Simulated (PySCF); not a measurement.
# [TaH4]+: how settings move a single point

Aim: repeat the single point on relaxed [TaH4]+ with altered settings, some of them bad on purpose. It is a constructed species; whether it can be made isn't addressed.

Computed with PySCF 2.14.0. Level: r2SCAN, Ta def2-SVP with ECP60, H def2-SVP; scalar-relativistic core potentials, no spin–orbit coupling.

4 further runs of the same task are left out: 2 for a known fault of the program, 1 that didn't finish, 1 set aside as unsound or not needed.

**1. The starting structure**

5 atoms, charge 1, spin multiplicity 1.

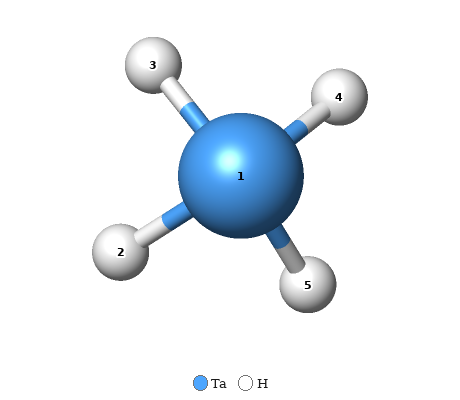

The structure; tantalum blue, hydrogen white; atoms are numbered from 1 in the order of the file.

Coordinates:

```xyz
5
charge 1, multiplicity 1
Ta   -0.0817    0.0590   -0.7495
H     1.4797   -0.0566   -0.0575
H     0.1040    1.3214    0.3907
H    -1.3127   -0.0890    0.4305
H     0.0563   -1.4805   -0.0143
```

Formal oxidation states: Ta +5. An earlier session relaxed this geometry at r2SCAN, Ta def2-SVP with ECP60, H def2-SVP (singlet, point group C4v).

The sound run used a (50, 194) grid (finer on f atoms), a threshold of 1e-8 and at most 55 cycles, and ended at -58.986508 Eh.

**2. Altered run 1**

File run.py (the lines that set the calculation):

```python
mol = gto.M(atom='''
Ta    -0.08165     0.05900    -0.74947
H      1.47966    -0.05658    -0.05748
H      0.10404     1.32137     0.39069
H     -1.31272    -0.08898     0.43052
H      0.05635    -1.48051    -0.01427''',
    basis={'Ta': 'def2-SVP', 'H': 'def2-SVP'},
    ecp={'Ta': 'def2-SVP'},
    charge=1, spin=0)
mf = dft.RKS(mol, xc='R2SCAN')
mf.grids.atom_grid = (50, 194)
mf = mf.density_fit()  # fitting sets: Ta def2-universal-JKFIT, H def2-universal-JKFIT
mf.conv_tol = 1e-05; mf.max_cycle = 55
mf.kernel(dm0)  # dm0: free metal ions and neutral atoms
```

Started as:

```sh
$ OMP_NUM_THREADS=2 python run.py
```

The program printed:

```text
init E= -58.4360646676278
  HOMO = -0.581790815037562  LUMO = -0.436802672057834  gap/eV = 3.94533
cycle= 1 E= -58.9299567116427  delta_E= -0.494  |g|= 0.415  |ddm|= 2.38
  HOMO = -0.518085208401987  LUMO = -0.429080585535677  gap/eV = 2.42194
cycle= 2 E= -58.7229866668999  delta_E= 0.207  |g|= 0.895  |ddm|= 1.53
  HOMO = -0.488990225402249  LUMO = -0.355408331454492  gap/eV = 3.63495
cycle= 3 E= -58.9838736279989  delta_E= -0.261  |g|= 0.0904  |ddm|=  1.2
  HOMO = -0.508161277866093  LUMO = -0.378737245538361  gap/eV = 3.52181
cycle= 4 E= -58.9863545613784  delta_E= -0.00248  |g|= 0.023  |ddm|= 0.139
  HOMO = -0.507656151981108  LUMO = -0.37708830448722  gap/eV = 3.55293
cycle= 5 E= -58.9865078064337  delta_E= -0.000153  |g|= 0.000948  |ddm|= 0.0254
  HOMO = -0.507371525464618  LUMO = -0.37672316914881  gap/eV = 3.55512
cycle= 6 E= -58.9865081009341  delta_E= -2.95e-07  |g|= 0.000126  |ddm|= 0.00124
  HOMO = -0.507375756626666  LUMO = -0.37671186716657  gap/eV = 3.55555
Extra cycle  E= -58.9865080878682  delta_E= 1.31e-08  |g|= 0.000234  |ddm|= 0.000471
converged SCF energy = -58.9865080878682
```

It took 1.1 s on 2 threads of Arm Neoverse V1, shared host.

Changed: the SCF threshold (1e-05). It converges in 6 cycles, at the sound run's energy within 0.001 eV, with a largest force component of 0.01 eV/Å. The result survives the change.

**3. Altered run 2**

run.py (the lines that set the calculation), as its differences from that of step 2:

```diff
@@ -12,3 +12,3 @@
 mf = mf.density_fit()  # fitting sets: Ta def2-universal-JKFIT, H def2-universal-JKFIT
-mf.conv_tol = 1e-05; mf.max_cycle = 55
-mf.kernel(dm0)  # dm0: free metal ions and neutral atoms
+mf.conv_tol = 1e-08; mf.max_cycle = 55
+mf.kernel(dm0)  # dm0: smeared density
```

Started as:

```sh
$ OMP_NUM_THREADS=2 python run.py
```

The program printed:

```text
init E= -58.920139768335
  HOMO = -0.511291104974124  LUMO = -0.379097924118442  gap/eV = 3.59716
cycle= 1 E= -58.9837167174612  delta_E= -0.0636  |g|= 0.0878  |ddm|= 0.273
  HOMO = -0.514822483749939  LUMO = -0.396015576427089  gap/eV = 3.23290
cycle= 2 E= -58.971802275853  delta_E= 0.0119  |g|= 0.208  |ddm|= 0.369
  HOMO = -0.506092504240723  LUMO = -0.376077339269424  gap/eV = 3.53789
cycle= 3 E= -58.9865041355515  delta_E= -0.0147  |g|= 0.00364  |ddm|= 0.258
  HOMO = -0.5075942173555  LUMO = -0.377002537619108  gap/eV = 3.55358
cycle= 4 E= -58.9865073121854  delta_E= -3.18e-06  |g|= 0.00176  |ddm|= 0.00574
  HOMO = -0.507404913711478  LUMO = -0.376742185325578  gap/eV = 3.55551
cycle= 5 E= -58.9865081002064  delta_E= -7.88e-07  |g|= 0.000141  |ddm|= 0.00186
  HOMO = -0.507383328612671  LUMO = -0.376730251271388  gap/eV = 3.55525
cycle= 6 E= -58.9865081021444  delta_E= -1.94e-09  |g|= 0.000116  |ddm|= 0.000298
  HOMO = -0.507381726284454  LUMO = -0.376729286931284  gap/eV = 3.55523
cycle= 7 E= -58.9865081066981  delta_E= -4.55e-09  |g|= 6.51e-06  |ddm|= 0.000145
  HOMO = -0.507380293107317  LUMO = -0.376726211352016  gap/eV = 3.55528
Extra cycle  E= -58.9865081066544  delta_E= 4.37e-11  |g|= 1.3e-05  |ddm|= 2.46e-05
converged SCF energy = -58.9865081066544
```

Wall time 1.2 s (2 threads of Arm Neoverse V1, shared host).

Changed: the starting guess (smeared density). It converges in 7 cycles, at the sound run's energy within 0.001 eV, with a largest force component of 0.01 eV/Å. The result survives the change.

**4. Altered run 3**

File run.py (the lines that set the calculation):

```python
mol = gto.M(atom='''
Ta    -0.07675     0.05546    -0.70450
H      1.39088    -0.05318    -0.05403
H      0.09779     1.24209     0.36725
H     -1.23396    -0.08364     0.40469
H      0.05297    -1.39168    -0.01341''',
    basis={'Ta': 'def2-SVP', 'H': 'def2-SVP'},
    ecp={'Ta': 'def2-SVP'},
    charge=1, spin=0)
mf = dft.RKS(mol, xc='R2SCAN')
mf.grids.atom_grid = (50, 194)
mf = mf.density_fit()  # fitting sets: Ta def2-universal-JKFIT, H def2-universal-JKFIT
mf.conv_tol = 1e-08; mf.max_cycle = 55
mf.kernel(dm0)  # dm0: free metal ions and neutral atoms
```

Started as:

```sh
$ OMP_NUM_THREADS=2 python run.py
```

The program printed:

```text
init E= -58.4436953903345
  HOMO = -0.609428472827784  LUMO = -0.447955189141982  gap/eV = 4.39391
cycle= 1 E= -58.9224625863456  delta_E= -0.479  |g|= 0.399  |ddm|= 2.46
  HOMO = -0.518523189140037  LUMO = -0.408024098192621  gap/eV = 3.00683
cycle= 2 E= -58.813981965032  delta_E= 0.108  |g|= 0.717  |ddm|= 1.31
  HOMO = -0.503488864306798  LUMO = -0.353511988218607  gap/eV = 4.08108
cycle= 3 E= -58.9704153554904  delta_E= -0.156  |g|= 0.083  |ddm|= 0.982
  HOMO = -0.521654095249742  LUMO = -0.375549248471516  gap/eV = 3.97572
cycle= 4 E= -58.9724977101078  delta_E= -0.00208  |g|= 0.0186  |ddm|= 0.13
  HOMO = -0.521538895201444  LUMO = -0.374321893078048  gap/eV = 4.00598
cycle= 5 E= -58.9725920609773  delta_E= -9.44e-05  |g|= 0.000791  |ddm|= 0.0213
  HOMO = -0.521256569269031  LUMO = -0.373999698315485  gap/eV = 4.00706
cycle= 6 E= -58.9725922684203  delta_E= -2.07e-07  |g|= 9.07e-05  |ddm|= 0.00116
  HOMO = -0.521261055780687  LUMO = -0.37400100346845  gap/eV = 4.00715
cycle= 7 E= -58.9725922697761  delta_E= -1.36e-09  |g|= 6.93e-05  |ddm|= 0.000206
  HOMO = -0.521263267687537  LUMO = -0.374003611491977  gap/eV = 4.00714
Extra cycle  E= -58.972592268497  delta_E= 1.28e-09  |g|= 9.43e-05  |ddm|= 0.000188
converged SCF energy = -58.972592268497
```

It took 1.2 s on 2 threads of Arm Neoverse V1, shared host.

Changed: the scale of all coordinates (0.94). It converges in 7 cycles, +0.379 eV from the sound run, with a largest force component of 4.55 eV/Å. The setting is unsound, so these numbers aren't the compound's.

**5. Altered run 4**

File run.py (the lines that set the calculation):

```python
mol = gto.M(atom='''
Ta    -0.08165     0.05900    -0.74947
H      1.47966    -0.05658    -0.05748
H      0.10404     1.32137     0.39069
H     -1.31272    -0.08898     0.43052
H      0.05635    -1.48051    -0.01427''',
    basis={'Ta': 'def2-SVP', 'H': 'def2-SVP'},
    ecp={'Ta': 'def2-SVP'},
    charge=1, spin=0)
mf = dft.RKS(mol, xc='R2SCAN')
mf.grids.atom_grid = (50, 194)
mf = mf.density_fit()  # fitting sets: Ta def2-universal-JKFIT, H def2-universal-JKFIT
mf.conv_tol = 1e-08; mf.max_cycle = 95
mf.kernel(dm0)  # dm0: core Hamiltonian
```

Started as:

```sh
$ OMP_NUM_THREADS=2 python run.py
```

The program printed:

```text
init E= -52.376813996683
  HOMO = -0.0883197415011694  LUMO = -0.0848098503007539  gap/eV = 0.09551
cycle= 1 E= -47.8469418054452  delta_E= 4.53  |g|= 5.81  |ddm|= 16.4
  HOMO = -2.13913724186967  LUMO = -2.11837843037928  gap/eV = 0.56488
cycle= 2 E= -53.2427425740053  delta_E= -5.4  |g|= 3.05  |ddm|= 15.5
  HOMO = -0.506409996199866  LUMO = -0.258180778001813  gap/eV = 6.75466
cycle= 3 E= -57.9572166623019  delta_E= -4.71  |g|= 1.81  |ddm|= 6.48
  HOMO = -0.444862955180545  LUMO = -0.315612206605463  gap/eV = 3.51709
cycle= 4 E= -58.9465868272352  delta_E= -0.989  |g|= 0.379  |ddm|= 1.89
  HOMO = -0.506394622067159  LUMO = -0.370144086127344  gap/eV = 3.70757
cycle= 5 E= -58.9710922474206  delta_E= -0.0245  |g|= 0.232  |ddm|= 0.43
  HOMO = -0.50659329750835  LUMO = -0.376213466543146  gap/eV = 3.54782
cycle= 6 E= -58.9863986026293  delta_E= -0.0153  |g|= 0.0197  |ddm|= 0.233
  HOMO = -0.507528660281737  LUMO = -0.376815726460084  gap/eV = 3.55688
cycle= 7 E= -58.9865071144004  delta_E= -0.000109  |g|= 0.00173  |ddm|= 0.0281
  HOMO = -0.507393906599023  LUMO = -0.37673710768512  gap/eV = 3.55535
cycle= 8 E= -58.9865073169063  delta_E= -2.03e-07  |g|= 0.00152  |ddm|= 0.00389
  HOMO = -0.507382619666628  LUMO = -0.376729469125241  gap/eV = 3.55525
cycle= 9 E= -58.9865081047104  delta_E= -7.88e-07  |g|= 7.37e-05  |ddm|= 0.00191
  HOMO = -0.507381838158029  LUMO = -0.376730270617001  gap/eV = 3.55521
cycle= 10 E= -58.9865081064918  delta_E= -1.78e-09  |g|= 2.49e-05  |ddm|= 0.000133
  HOMO = -0.507378539582005  LUMO = -0.376722087325718  gap/eV = 3.55534
Extra cycle  E= -58.9865081056042  delta_E= 8.88e-10  |g|= 5.67e-05  |ddm|= 0.000103
converged SCF energy = -58.9865081056042
```

Run time: 1.3 s. Hardware: 2 threads of Arm Neoverse V1, shared host.

Changed: the starting guess (bare core Hamiltonian); the cycle limit is 95. It converges in 10 cycles, at the sound run's energy within 0.001 eV, with a largest force component of 0.01 eV/Å. The result survives the change.

**6. Side by side**

| run | changed | ending | energy change (eV) | cycles | time | usable |
| --- | --- | --- | --- | --- | --- | --- |
| 1 | the SCF threshold | converged | 0.000 | 6 | 1.1 s | yes |
| 2 | the starting guess | converged | 0.000 | 7 | 1.2 s | yes |
| 3 | the scale of all coordinates | converged | +0.379 | 7 | 1.2 s | no |
| 4 | the starting guess | converged | 0.000 | 10 | 1.3 s | yes |

3 of 4 altered runs give a usable result. 1 ended normally with numbers unfit to quote.
